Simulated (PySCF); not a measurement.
**EPR calculation, with input and output: C₅H₇BF₃**

- system: C₅H₇BF₃, multiplicity 2
- method: UKS B3LYP, pcH-1 on B C F H, non-relativistic, mean-field spin-orbit, GIAO (PySCF 2.14.0)

It belongs to a series of runs on one base structure; here: H removed from sp2 C.

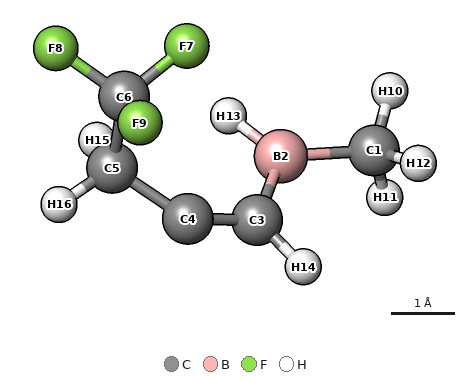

The structure (ball-and-stick view, seen at a tilt; atoms are numbered from 1 in the order of the input).

### Key numbers

```csv
quantity,value
outcome,converged
total energy,−519.080735 hartree
⟨S²⟩,0.759
isotropic g,2.0021
hardware,"1 CPU thread, shared host"
wall time,1.7 min
peak memory,1.1 GiB
```

### Input file
```
{"job": {"kind": "epr", "basis": "pcH-1"}, "charge": 0, "multiplicity": 2}
C      2.830647     0.471871     0.592452
B      1.413335     0.364414    -0.065300
C      0.672241    -1.010023    -0.033194
C     -0.602646    -1.176519    -0.261769
C     -1.757595    -0.335534    -0.601024
C     -2.423926     0.167950     0.668512
F     -1.602982     0.910688     1.424187
F     -3.487524     0.944595     0.393584
F     -2.872529    -0.823516     1.448248
H      3.092208     1.485327     0.887396
H      3.576828     0.159667    -0.141411
H      2.963102    -0.179087     1.454231
H      0.908074     1.269272    -0.609321
H      1.256597    -1.879681     0.251222
H     -1.466719     0.545256    -1.190400
H     -2.506711    -0.905737    -1.158890
```

The first line tells a small driver script what to run in PySCF; the rest is the geometry in Å.

Launched with:
```bash
OMP_NUM_THREADS=1 python <driver script> task.json out
```

### The program's output
```
UKS, coarse grid
  cycle   1  E = -518.88619611  |g| = 7.31e-01
  cycle   2  E = -518.61423165  |g| = 1.18e+00
  cycle   3  E = -519.07216704  |g| = 1.24e-01
  cycle   4  E = -519.07789537  |g| = 7.20e-02
  cycle   5  E = -519.08053189  |g| = 2.20e-02
  cycle   6  E = -519.08076742  |g| = 3.91e-03
  cycle   7  E = -519.08079281  |g| = 1.81e-03
  cycle   8  E = -519.08080184  |g| = 1.04e-03
  cycle   9  E = -519.08080487  |g| = 5.25e-04
UKS, final grid
  cycle   1  E = -519.08073490  |g| = 5.82e-04
  cycle   2  E = -519.08073492  |g| = 8.52e-04
  cycle   3  E = -519.08073517  |g| = 1.26e-04
  cycle   4  E = -519.08073521  |g| = 1.23e-04
  cycle   5  E = -519.08073524  |g| = 5.91e-05
  cycle   6  E = -519.08073524  |g| = 9.35e-06
E = -519.08073524 Eh   <S^2> = 0.7589 (exact 0.7500)
g shifts (ppm)      1          2          3
  rmc          -158       -158       -158
  gc             23         13        -17
  oz_so        -959         22        762
  total       -1094       -123        587
hyperfine (MHz)  atom isotope    a_iso     a_fc   dipolar eigenvalues
    0   13C       3.54       3.54     -1.27     -0.85      2.12
    1   11B      61.95      61.95     -7.67     -5.17     12.84
    2   13C     -21.49     -21.49    -20.23     -0.98     21.21
    3   13C     309.63     309.63    -80.85    -59.85    140.70
    4   13C      26.96      26.96     -6.64     -4.87     11.51
    5   13C       4.91       4.91     -1.42     -0.64      2.05
    6   19F      -2.58      -2.58     -2.61     -0.50      3.11
    7   19F       8.47       8.47     -4.62     -3.23      7.84
    8   19F       2.53       2.53     -4.98     -3.20      8.18
    9    1H       5.88       5.88     -1.14     -0.47      1.61
   10    1H      -4.23      -4.23     -1.20     -0.91      2.11
   11    1H      -0.58      -0.58     -1.43     -0.85      2.27
   12    1H      -2.31      -2.31     -4.09     -0.74      4.83
   13    1H     127.40     127.40     -7.64     -6.32     13.97
   14    1H      94.23      94.23     -6.10     -1.81      7.91
   15    1H      56.05      56.05     -7.33     -6.02     13.34
```

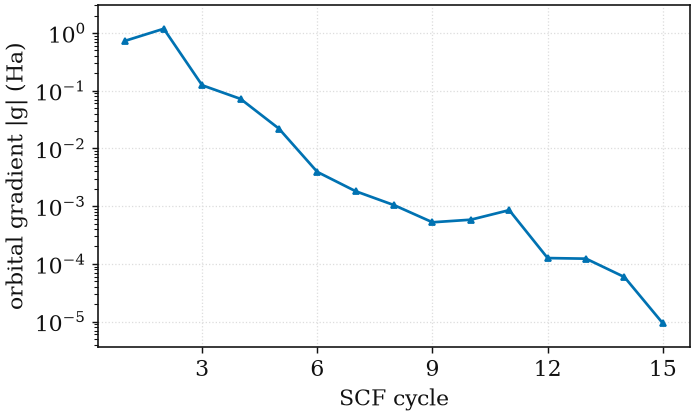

Convergence of the self-consistent field: orbital gradient |g| against the SCF cycle. All cycles printed in the log are drawn one after another.

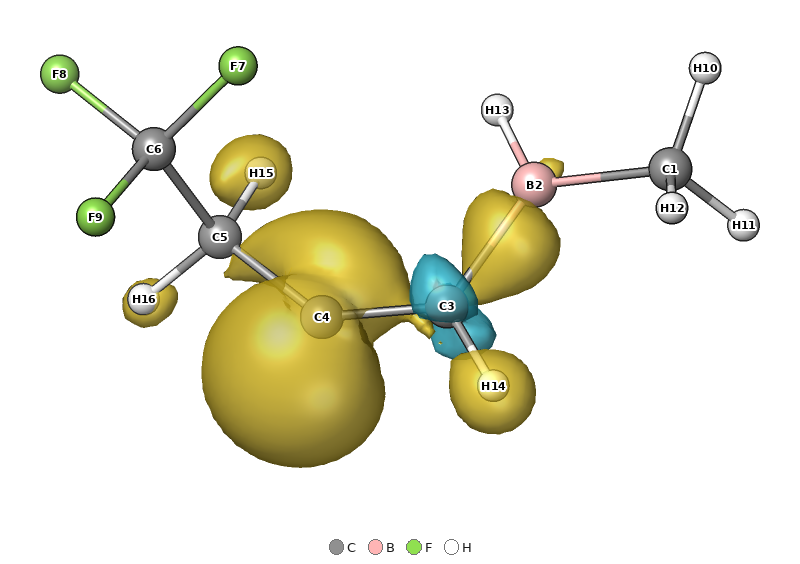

Isosurfaces of the spin density at +0.03 (yellow) and −0.03 e/Å³ (cyan), seen face on. The unpaired spin (1 electron) lies mostly on C4 (about 0.7) and C5 (about 0.1), in electrons by Hirshfeld's partition.

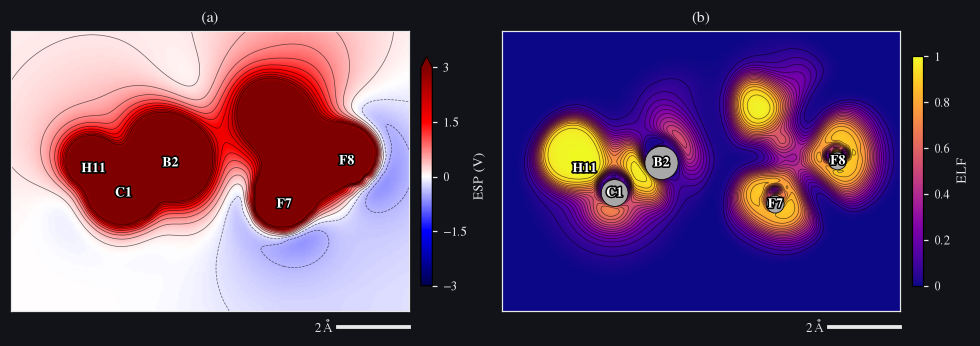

(a) molecular electrostatic potential; (b) electron localisation function on the plane of atoms B2, C1 and H11. Grey discs, where drawn, cover atomic cores. C–H (1.09 Å): the ELF climbs to about 1 towards the hydrogen, as it does in any bond to H.

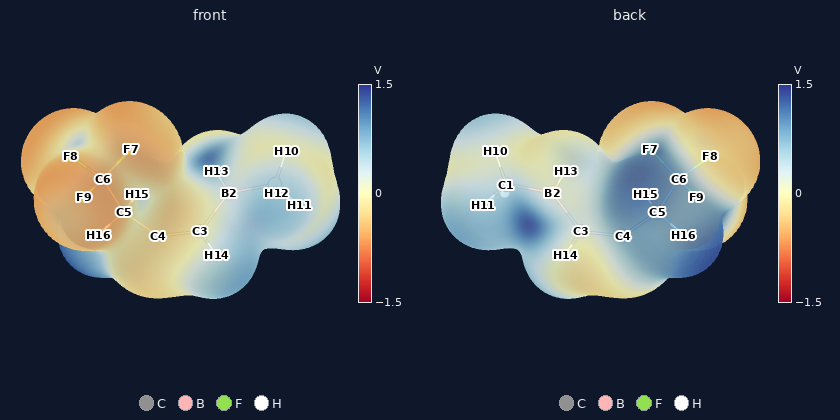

The electrostatic potential painted on the density surface at 0.002 e/bohr³, seen face on and from behind; red is negative and blue positive.
